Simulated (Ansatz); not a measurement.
# Al2ClH5O3: two geometries relaxed, part 2 of 2

Are the two ends of the reaction (ligand exchange) separate minima, and which lies lower? Each is relaxed from a guess. Meant to form: Al1–O7, H11–Cl2; to break: Al1–Cl2, H11–O7. The start is a guess near the saddle point, from which both ends are pulled out.

Ansatz 0.2.0; RKS PBE0-D4/def2-SVP. Earlier steps stand in the parts before.

## (6) More of the same log: pulled along the bonds that form and break, towards end B

Output, continued:

```text
reference -31914.76405531 eV, -1172.8459464286 hartree; 36, 36 occupied and 85, 85 virtual orbitals, 1192 factors
relax step  12: F+E_penalty+E_count = -31914.97970861 eV  Δ(F+E_penalty+E_count) = -2.313e-2 eV  max|allowed force component| = 1.102e0 eV/Å  E_restraint = 0.03379779 eV  max|allowed force component, restraints' pulls added| = 2.156e-1 eV/Å  Δτ_max = 0.0975 Å  (29 SCF iters, accepted)
  distance Al 0 - O 6 = 1.7451 Å
  distance H 10 - Cl 1 = 1.3381 Å
  distance Al 0 - Cl 1 = 3.4261 Å
  distance H 10 - O 6 = 2.2088 Å
these checks for a lower state are left out or cut short: starts, cluster_reference, orbital_swaps, neighbouring_geometries, increment
1192 factors; integrals over basis functions are off by at most 1.1e-3 eV
mean field -31914.77890378 eV, -1172.8464920999 hartree, gradient 1.6e-5 eV, S^2 0.000000; 0 other end points of the search recorded, 0 dependent functions left out
the calculation of the forces begins
reference -31914.77894031 eV, -1172.8464934422 hartree; 36, 36 occupied and 85, 85 virtual orbitals, 1192 factors
relax step  13: F+E_penalty+E_count = -31914.99416597 eV  Δ(F+E_penalty+E_count) = -1.446e-2 eV  max|allowed force component| = 1.330e0 eV/Å  E_restraint = 0.02702620 eV  max|allowed force component, restraints' pulls added| = 5.461e-1 eV/Å  Δτ_max = 0.0975 Å  (29 SCF iters, accepted)
  distance Al 0 - O 6 = 1.7457 Å
  distance H 10 - Cl 1 = 1.3457 Å
  distance Al 0 - Cl 1 = 3.4241 Å
  distance H 10 - O 6 = 2.2077 Å
these checks for a lower state are left out or cut short: starts, cluster_reference, orbital_swaps, neighbouring_geometries, increment
1192 factors; integrals over basis functions are off by at most 1.1e-3 eV
mean field -31914.81480599 eV, -1172.8478114818 hartree, gradient 1.6e-5 eV, S^2 0.000000; 0 other end points of the search recorded, 0 dependent functions left out
the calculation of the forces begins
reference -31914.81484271 eV, -1172.8478128313 hartree; 36, 36 occupied and 85, 85 virtual orbitals, 1192 factors
relax step  14: F+E_penalty+E_count = -31915.02876769 eV  Δ(F+E_penalty+E_count) = -3.460e-2 eV  max|allowed force component| = 1.222e0 eV/Å  E_restraint = 0.03250751 eV  max|allowed force component, restraints' pulls added| = 2.710e-1 eV/Å  Δτ_max = 0.1500 Å  (29 SCF iters, accepted)
  distance Al 0 - O 6 = 1.7450 Å
  distance H 10 - Cl 1 = 1.3403 Å
  distance Al 0 - Cl 1 = 3.4241 Å
  distance H 10 - O 6 = 2.2050 Å
these checks for a lower state are left out or cut short: starts, cluster_reference, orbital_swaps, neighbouring_geometries, increment
1192 factors; integrals over basis functions are off by at most 1.2e-3 eV
mean field -31914.82707487 eV, -1172.8482623547 hartree, gradient 1.1e-5 eV, S^2 0.000000; 0 other end points of the search recorded, 0 dependent functions left out
the calculation of the forces begins
reference -31914.82711177 eV, -1172.8482637106 hartree; 36, 36 occupied and 85, 85 virtual orbitals, 1192 factors
relax step  15: F+E_penalty+E_count = -31915.03888557 eV  Δ(F+E_penalty+E_count) = -1.012e-2 eV  max|allowed force component| = 1.250e0 eV/Å  E_restraint = 0.03215839 eV  max|allowed force component, restraints' pulls added| = 8.315e-1 eV/Å  Δτ_max = 0.1955 Å  (28 SCF iters, accepted)
  distance Al 0 - O 6 = 1.7455 Å
  distance H 10 - Cl 1 = 1.3401 Å
  distance Al 0 - Cl 1 = 3.4265 Å
  distance H 10 - O 6 = 2.2030 Å
these checks for a lower state are left out or cut short: starts, cluster_reference, orbital_swaps, neighbouring_geometries, increment
1192 factors; integrals over basis functions are off by at most 1.2e-3 eV
mean field -31914.86764408 eV, -1172.8497532458 hartree, gradient 2.0e-5 eV, S^2 0.000000; 0 other end points of the search recorded, 0 dependent functions left out
the calculation of the forces begins
reference -31914.86768092 eV, -1172.8497545997 hartree; 36, 36 occupied and 85, 85 virtual orbitals, 1192 factors
relax step  16: F+E_penalty+E_count = -31915.07885732 eV  Δ(F+E_penalty+E_count) = -3.997e-2 eV  max|allowed force component| = 1.143e0 eV/Å  E_restraint = 0.03816431 eV  max|allowed force component, restraints' pulls added| = 9.427e-2 eV/Å  Δτ_max = 0.2000 Å  (29 SCF iters, accepted)
  distance Al 0 - O 6 = 1.7445 Å
  distance H 10 - Cl 1 = 1.3353 Å
  distance Al 0 - Cl 1 = 3.4244 Å
  distance H 10 - O 6 = 2.2031 Å
these checks for a lower state are left out or cut short: starts, cluster_reference, orbital_swaps, neighbouring_geometries, increment
1192 factors; integrals over basis functions are off by at most 1.2e-3 eV
mean field evaluation 128: about -31914.8737 eV, gradient 8.5e-5 eV
mean field -31914.87366730 eV, -1172.8499745951 hartree, gradient 1.6e-5 eV, S^2 0.000000; 0 other end points of the search recorded, 0 dependent functions left out
the calculation of the forces begins
reference -31914.87370410 eV, -1172.8499759473 hartree; 36, 36 occupied and 85, 85 virtual orbitals, 1192 factors
relax step  17: F+E_penalty+E_count = -31915.08357108 eV  Δ(F+E_penalty+E_count) = -4.714e-3 eV  max|allowed force component| = 1.162e0 eV/Å  E_restraint = 0.03699478 eV  max|allowed force component, restraints' pulls added| = 1.049e-1 eV/Å  Δτ_max = 0.1564 Å  (28 SCF iters, accepted)
  distance Al 0 - O 6 = 1.7449 Å
  distance H 10 - Cl 1 = 1.3356 Å
  distance Al 0 - Cl 1 = 3.4258 Å
  distance H 10 - O 6 = 2.2044 Å
these checks for a lower state are left out or cut short: starts, cluster_reference, orbital_swaps, neighbouring_geometries, increment
1192 factors; integrals over basis functions are off by at most 1.2e-3 eV
mean field -31914.86552075 eV, -1172.8496752148 hartree, gradient 2.3e-5 eV, S^2 0.000000; 0 other end points of the search recorded, 0 dependent functions left out
the calculation of the forces begins
reference -31914.86555748 eV, -1172.8496765647 hartree; 36, 36 occupied and 85, 85 virtual orbitals, 1192 factors
relax step  18: F+E_penalty+E_count = -31915.07492590 eV  Δ(F+E_penalty+E_count) = +8.645e-3 eV  max|allowed force component| = 1.284e0 eV/Å  E_restraint = 0.03018407 eV  max|allowed force component, restraints' pulls added| = 3.618e-1 eV/Å  Δτ_max = 0.1725 Å  (28 SCF iters, rejected (line search))
  distance Al 0 - O 6 = 1.7463 Å
  distance H 10 - Cl 1 = 1.3406 Å
  distance Al 0 - Cl 1 = 3.4274 Å
  distance H 10 - O 6 = 2.2069 Å
these checks for a lower state are left out or cut short: starts, cluster_reference, orbital_swaps, neighbouring_geometries, increment
1192 factors; integrals over basis functions are off by at most 1.2e-3 eV
mean field -31914.87755193 eV, -1172.8501173523 hartree, gradient 3.6e-5 eV, S^2 0.000000; 0 other end points of the search recorded, 0 dependent functions left out
the calculation of the forces begins
reference -31914.87758865 eV, -1172.8501187019 hartree; 36, 36 occupied and 85, 85 virtual orbitals, 1192 factors
relax step  19: F+E_penalty+E_count = -31915.08733488 eV  Δ(F+E_penalty+E_count) = -3.764e-3 eV  max|allowed force component| = 1.180e0 eV/Å  E_restraint = 0.03631270 eV  max|allowed force component, restraints' pulls added| = 9.008e-2 eV/Å  Δτ_max = 0.0826 Å  (25 SCF iters, accepted)
  distance Al 0 - O 6 = 1.7453 Å
  distance H 10 - Cl 1 = 1.3363 Å
  distance Al 0 - Cl 1 = 3.4243 Å
  distance H 10 - O 6 = 2.2030 Å
1192 factors; integrals over basis functions are off by at most 1.2e-3 eV
mean field evaluation 160: about -31914.8776 eV, gradient 4.3e-5 eV
mean field -31914.87755193 eV, -1172.8501173523 hartree, gradient 3.6e-5 eV, S^2 0.000000; 1 other end points of the search recorded, 0 dependent functions left out
the calculation of the forces begins
reference -31914.87758865 eV, -1172.8501187019 hartree; 36, 36 occupied and 85, 85 virtual orbitals, 1192 factors
Total energy: -31915.08737160 eV, -1172.8578280832 hartree
Atom 0 at     0.050226     0.474926    -0.050322 Å, force     0.066875     0.553352     0.949730 eV/Å
Atom 1 at    -0.244545    -1.412677     2.791441 Å, force     0.075891     1.180498    -0.202459 eV/Å
Atom 2 at     1.463572    -0.134625    -0.758627 Å, force    -0.019336     0.018182     0.011774 eV/Å
Atom 3 at     1.522853    -0.755168    -1.484379 Å, force     0.002369    -0.011987    -0.005384 eV/Å
Atom 4 at    -1.537449     0.243795    -0.593261 Å, force     0.027157    -0.027839    -0.032961 eV/Å
Atom 5 at    -1.839127    -0.377512    -1.256685 Å, force     0.016891     0.038850     0.033890 eV/Å
Atom 6 at     0.262570     1.553104     1.305584 Å, force    -0.123044    -0.802336    -0.659964 eV/Å
Atom 7 at     0.885578     2.932198     2.085720 Å, force    -0.021518     0.010704     0.047433 eV/Å
Atom 8 at     1.023962     2.867812     3.669528 Å, force    -0.006509     0.003284    -0.082858 eV/Å
Atom 9 at     1.265924     4.208459     1.221384 Å, force    -0.000521    -0.022498     0.009822 eV/Å
Atom 10 at    -0.169663    -0.080411     2.719017 Å, force    -0.018253    -0.940210    -0.069023 eV/Å
Dipole moment:    -0.021099    -0.108824    -0.489847 e Å
```

Wall time 43 s (4 threads of Arm Neoverse V1, shared host); peak memory 0.31 GiB.

The steps of the relaxation:

```tsv
step	energy from step 1 (eV)	largest force component (eV/Å)
1	0.0000	7.6105
2	-0.7298	5.2451
3	-1.5905	4.0421
4	-2.8704	3.2902
5	-4.1812	1.4554
6	-4.6229	1.9075
7	-4.9145	1.2725
8	-5.0575	1.1255
9	-5.1354	1.0906
10	-5.1838	1.0735
11x	-5.1477	2.0034
12	-5.2070	1.1021
13	-5.2214	1.3302
14	-5.2560	1.2218
15	-5.2661	1.2502
16	-5.3061	1.1429
17	-5.3108	1.1620
18x	-5.3022	1.2844
19	-5.3146	1.1805
```

Step 1 is the start. 2 steps were tried and not accepted (11, 18; marked x where the table lists them). Energies and forces in the table leave out the springs, which the log lists apart; the run stops on the force with the springs' pull added.

After: Bond lengths: Al1–O3 1.694 Å, O3–H4 0.957 Å, Al1–O5 1.694 Å, O5–H6 0.958 Å, Al1–O7 1.745 Å, O7–Al8 1.703 Å, Al8–H9 1.591 Å, Al8–H10 1.588 Å, Cl2–H11 1.336 Å. Angles: Al1–O3–H4 127.0°, O3–Al1–O5 126.8°, O3–Al1–O7 116.5°, O5–Al1–O7 116.6°, Al1–O5–H6 127.3°, Al1–O7–Al8 154.3°, O7–Al8–H9 117.1°, O7–Al8–H10 119.3°, H9–Al8–H10 123.6°.

Pairs that crossed the distance rule for bonds on the way: came closer Cl2–H11; moved apart Al1–Cl2, Cl2–Al8, Al8–H11.

## (7) Relaxing end B

It starts where the restrained run ended.

input.yaml

```yaml
crystal:
  periodic: [false, false, false]
  atoms:
    - { symbol: Al, position_ang: [0.050226, 0.474926, -0.050322] }
    - { symbol: Cl, position_ang: [-0.244545, -1.412677, 2.791441] }
    - { symbol: O, position_ang: [1.463572, -0.134625, -0.758627] }
    - { symbol: H, position_ang: [1.522853, -0.755168, -1.484379] }
    - { symbol: O, position_ang: [-1.537449, 0.243795, -0.593261] }
    - { symbol: H, position_ang: [-1.839127, -0.377512, -1.256685] }
    - { symbol: O, position_ang: [0.26257, 1.553104, 1.305584] }
    - { symbol: Al, position_ang: [0.885578, 2.932198, 2.08572] }
    - { symbol: H, position_ang: [1.023962, 2.867812, 3.669528] }
    - { symbol: H, position_ang: [1.265924, 4.208459, 1.221384] }
    - { symbol: H, position_ang: [-0.169663, -0.080411, 2.719017] }
basis:
  gaussian: { orbitals: def2-SVP }
hamiltonian:
  xc: pbe0
  dispersion: d4
relax:
  f_tol: 0.03
  max_steps: 50
output:
  orbitals: {}
```

The run is started by

```sh
ansatz run input.yaml --threads 4 --pin off --max-ram 5120MiB --backend cpu --events-out ev --progress --plain --runs-dir out
```

Standard output, cut to the lines that bear on the results:

```text
Warning: RAYON_NUM_THREADS=4 ignored (pool sized by the plan → 4); use --threads N
[...]
[... 1 set-up line as earlier in the session ...]
[...]
1191 factors; integrals over basis functions are off by at most 5.4e-4 eV
[...]
mean field -31914.87755626 eV, -1172.8501175116 hartree, gradient 4.2e-5 eV, S^2 0.000000; 0 other end points of the search recorded, 0 dependent functions left out
[...]
reference -31914.87759317 eV, -1172.8501188681 hartree; 36, 36 occupied and 85, 85 virtual orbitals, 1191 factors
relax step   1: F+E_penalty+E_count = -31915.08733920 eV  Δ(F+E_penalty+E_count) = +0.000e0 eV  max|allowed force component| = 1.181e0 eV/Å  Δτ_max = 0.0000 Å  (25 SCF iters, accepted)
[...]
relax step   5: F+E_penalty+E_count = -31915.34704387 eV  Δ(F+E_penalty+E_count) = -1.931e-2 eV  max|allowed force component| = 6.495e-1 eV/Å  Δτ_max = 0.1021 Å  (28 SCF iters, accepted)
[...]
relax step   9: F+E_penalty+E_count = -31915.94134860 eV  Δ(F+E_penalty+E_count) = -2.925e-1 eV  max|allowed force component| = 2.301e0 eV/Å  Δτ_max = 0.1222 Å  (28 SCF iters, accepted)
[...]
relax step  13: F+E_penalty+E_count = -31916.34268730 eV  Δ(F+E_penalty+E_count) = -4.383e-2 eV  max|allowed force component| = 2.642e-1 eV/Å  Δτ_max = 0.0985 Å  (24 SCF iters, accepted)
[...]
relax step  16: F+E_penalty+E_count = -31916.44355659 eV  Δ(F+E_penalty+E_count) = -5.210e-2 eV  max|allowed force component| = 3.615e-1 eV/Å  Δτ_max = 0.1952 Å  (27 SCF iters, accepted)
[...]
relax step  17: F+E_penalty+E_count = -31916.53254729 eV  Δ(F+E_penalty+E_count) = -8.899e-2 eV  max|allowed force component| = 2.828e-1 eV/Å  Δτ_max = 0.1944 Å  (27 SCF iters, accepted)
[...]
1195 factors; integrals over basis functions are off by at most 5.5e-4 eV
[...]
```

## (8) More of the same log: end point B relaxed

The log, continued, cut to the lines that bear on the results:

```text
mean field -31916.47247392 eV, -1172.9087296544 hartree, gradient 9.8e-6 eV, S^2 0.000000; 0 other end points of the search recorded, 0 dependent functions left out
[...]
reference -31916.47250943 eV, -1172.9087309596 hartree; 36, 36 occupied and 85, 85 virtual orbitals, 1195 factors
relax step  18: F+E_penalty+E_count = -31916.71444533 eV  Δ(F+E_penalty+E_count) = -1.819e-1 eV  max|allowed force component| = 7.296e-1 eV/Å  Δτ_max = 0.1907 Å  (27 SCF iters, accepted)
[...]
relax step  21: F+E_penalty+E_count = -31917.65487348 eV  Δ(F+E_penalty+E_count) = -3.221e-1 eV  max|allowed force component| = 6.841e-1 eV/Å  Δτ_max = 0.1979 Å  (27 SCF iters, accepted)
[...]
relax step  24: F+E_penalty+E_count = -31917.96555216 eV  Δ(F+E_penalty+E_count) = -7.375e-2 eV  max|allowed force component| = 2.617e-1 eV/Å  Δτ_max = 0.1988 Å  (27 SCF iters, accepted)
[...]
Atom 1 at    -0.036474    -1.937701     1.522711 Å, force    -0.002250     0.007723     0.004899 eV/Å
Atom 2 at     1.289712     0.837891     0.195655 Å, force    -0.002875     0.006578     0.004372 eV/Å
Atom 3 at     1.605101     0.942469    -0.706833 Å, force     0.002350    -0.003382    -0.001303 eV/Å
Atom 4 at    -1.347057     0.125111    -0.691400 Å, force    -0.003904    -0.003621     0.001031 eV/Å
Atom 5 at    -1.988104    -0.534927    -0.956113 Å, force    -0.000739     0.001557    -0.001339 eV/Å
Atom 6 at    -0.342145     1.249461     1.915316 Å, force    -0.012781    -0.008474     0.004664 eV/Å
Atom 7 at     1.234305     2.185580     1.504489 Å, force     0.008325    -0.005476    -0.009640 eV/Å
Atom 8 at     2.288559     1.983312     2.672262 Å, force    -0.004528    -0.001622     0.002626 eV/Å
Atom 9 at     0.978515     3.582601     0.797086 Å, force    -0.003313     0.002054     0.004531 eV/Å
Atom 10 at    -0.732726     1.130463     2.785603 Å, force     0.010256     0.002427    -0.002565 eV/Å
Dipole moment:    -0.156009     0.068897    -0.090384 e Å
```

Run time: 65 s. Hardware: 4 threads of Arm Neoverse V1, shared host; peak memory 0.31 GiB.

The steps of the relaxation:

```tsv
step	energy from step 1 (eV)	largest force component (eV/Å)
1	0.0000	1.1805
2	-0.1207	0.4429
3	-0.1956	0.6403
4	-0.2404	0.4254
5	-0.2597	0.6495
6	-0.2925	0.6546
7	-0.4129	1.3919
8	-0.5615	3.5294
9	-0.8540	2.3014
10	-1.0445	1.9453
11	-1.1616	0.5314
12	-1.2115	0.7879
13	-1.2553	0.2642
14	-1.2821	0.4128
15	-1.3041	0.4116
16	-1.3562	0.3615
17	-1.4452	0.2828
18	-1.6271	0.7296
19	-1.8701	0.6504
20	-2.2455	0.7544
21	-2.5675	0.6841
22	-2.7206	0.5907
23	-2.8045	0.2828
24	-2.8782	0.2617
25	-2.9189	0.2896
26	-2.9320	0.5138
27	-2.9362	0.5922
28	-2.9463	0.0382
29	-2.9466	0.0128
```

Step 1 is the start.

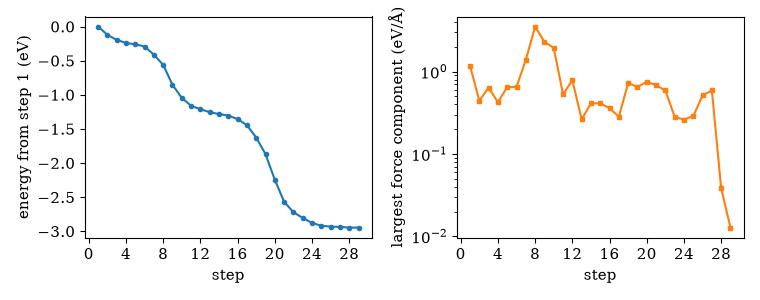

How energy and force went from step to step.

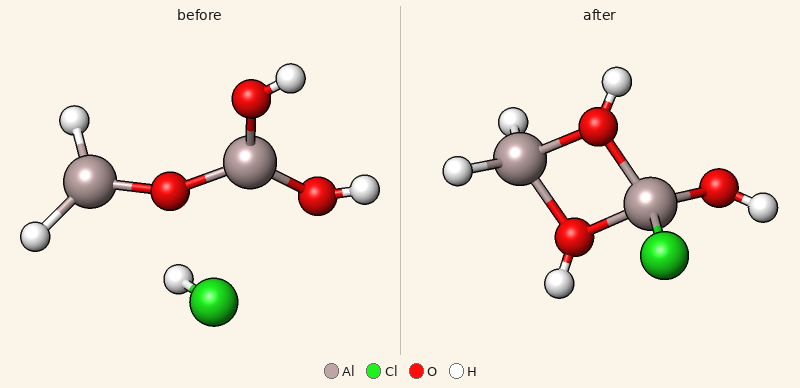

Before and after, at one scale.

After: Bond lengths: Al1–Cl2 2.114 Å, Al1–O3 1.836 Å, O3–H4 0.962 Å, Al1–O5 1.701 Å, O5–H6 0.957 Å, Al1–O7 1.839 Å, O3–Al8 1.879 Å, O7–Al8 1.879 Å, Al8–H9 1.586 Å, Al8–H10 1.587 Å, O7–H11 0.961 Å. Angles (14 of 19 angles, heavy atoms first): Cl2–Al1–O3 115.9°, Cl2–Al1–O5 119.2°, Cl2–Al1–O7 109.2°, O3–Al1–O5 108.5°, O3–Al1–O7 81.8°, O5–Al1–O7 116.5°, Al1–O3–Al8 99.3°, Al1–O7–Al8 99.2°, O3–Al8–O7 79.6°, Al1–O3–H4 122.8°, H4–O3–Al8 125.8°, Al1–O5–H6 124.7°, Al1–O7–H11 124.9°, Al8–O7–H11 126.9°.

Pairs that crossed the distance rule for bonds on the way: came closer Al1–Cl2, Al1–Al8, O3–Al8, O7–H11; moved apart Cl2–H11.

## (9) Results

The summary covers parts 1 to 2.

| quantity | value |
| --- | --- |
| end A | 11 moves, 1.802 eV lower |
| end B | 28 moves, 2.947 eV lower |
| largest difference between the ends | 0.02 Å |
| end B relative to end A | +0.000 eV |

**Reading.** Both starts fell into the same minimum (no atom differs by more than 0.02 Å), so from this start no second minimum was found and no band was run; another arrangement could still be one.
